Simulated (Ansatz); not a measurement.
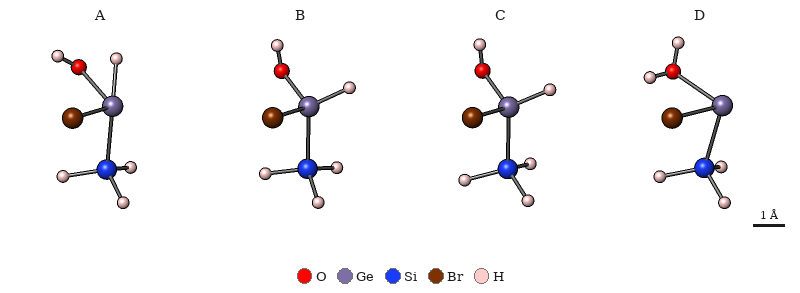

4 geometries from a converged minimum-energy path of GeSiH5OBr, shuffled. Style: ball-and-stick. Shown from a free direction.

Method: RKS PBE0/def2-SVP in Ansatz 0.2.0. Settings: 7 movable images; climbing image; force threshold 0.03 eV/Å; iteration limit 51; starting path through a guess of the saddle point.

One of them is the converged climbing image. Which?

A. In order along the path, whose images run from 0 to 8: C (image 0, 0.0 kcal/mol), B (image 1, +0.2 kcal/mol), A (image 4, +55.0 kcal/mol), D (image 7, +15.9 kcal/mol). A hydrogen atom shifts from one atom to another. Breaking: Ge–H (1.54 → 2.71 Å). Forming: H–O (2.72 → 0.97 Å).
